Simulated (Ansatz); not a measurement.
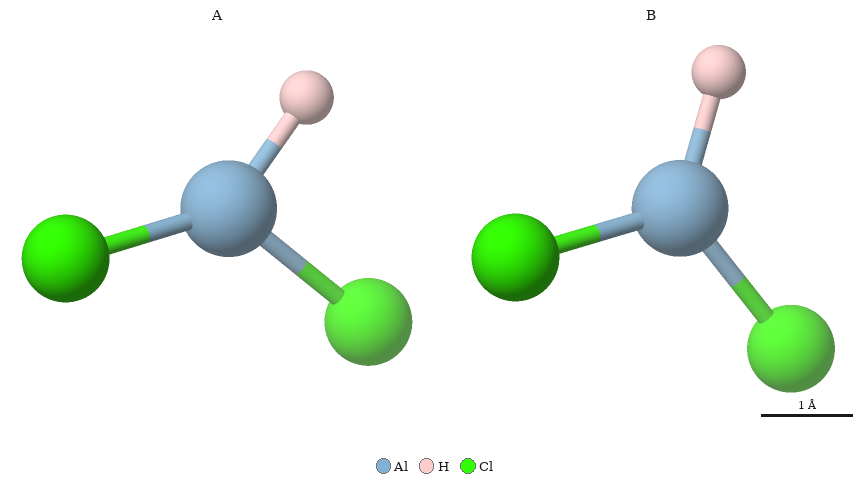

Two geometries of AlHCl2, drawn at one scale. One is the start of a relaxation, the other its converged end. Style: ball-and-stick. Shown at a tilt.

Computed with Ansatz 0.2.0, RKS PBE0-D4/cc-pVDZ. Settings: no spin polarisation; force threshold 0.03 eV/Å; at most 50 steps.

> Which of the two is the end point?

Structure B is the relaxed one. The run prepares an end point of a later path (reaction) calculation, from a guessed geometry. Over 4 geometry steps the energy falls by 0.545 eV. Largest force component: 1.6 eV/Å at the start, 0.023 eV/Å at the end. The largest move after the best rigid fit is that of the H atom, 0.40 Å. By element the largest moves are H 0.40 Å, Cl 0.33 Å, Al 0.22 Å. Near-neighbour distances that change, for instance: Al–Cl 2.181 → 2.113 Å, Al–H 1.548 → 1.571 Å, Al–Cl 2.098 → 2.115 Å. Among the angles between lasting bonds that change: H–Al–Cl 87.7° → 121.0°, H–Al–Cl 142.6° → 121.2°, Cl–Al–Cl 129.7° → 117.8°.
